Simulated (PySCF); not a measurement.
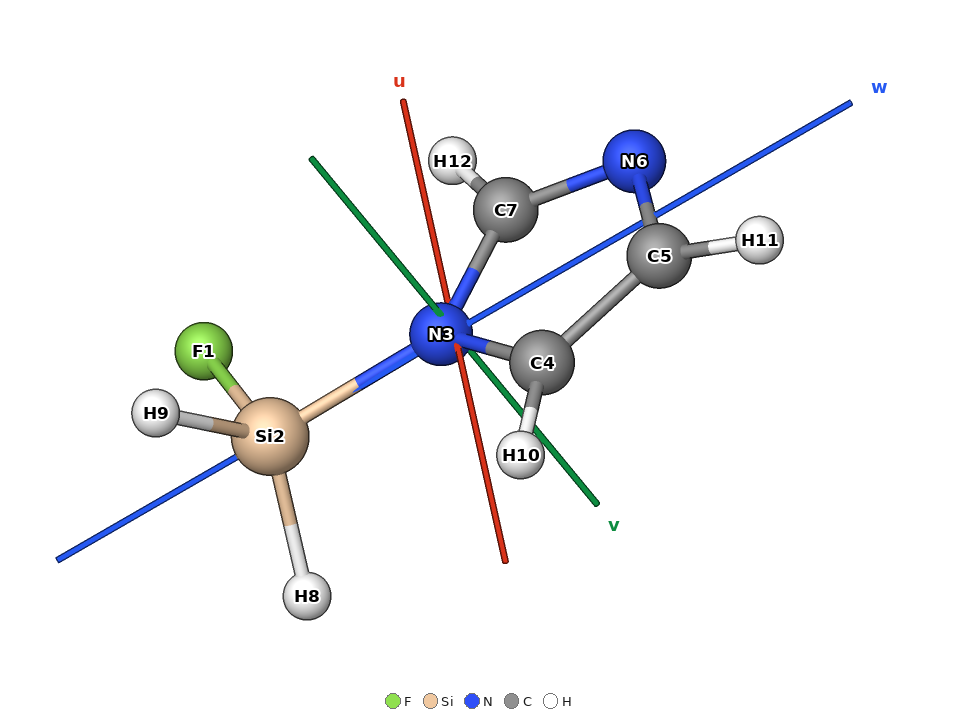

The lines u, v and w are the principal axes of the static dipole polarisability. The computed structure is the end point of a GFN2-xTB optimisation. No frequency run is at hand to confirm it as a minimum. Method: CAM-B3LYP/def2-SVPD (PySCF 2.14.0).

> Along which axis is the molecule most polarisable, and along which least?

Most along w (nearly parallel to the Si2–N3 bond), least along v.

> Give the three principal values.

u 69.7, v 50.3, w 84.3 bohr³; mean 68.1, anisotropy 29.5 bohr³.

The geometry is semi-empirical. Around Si such bond lengths and angles can be off by a tenth of an ångström or more and by several degrees, and values that hang on the shape move with them.
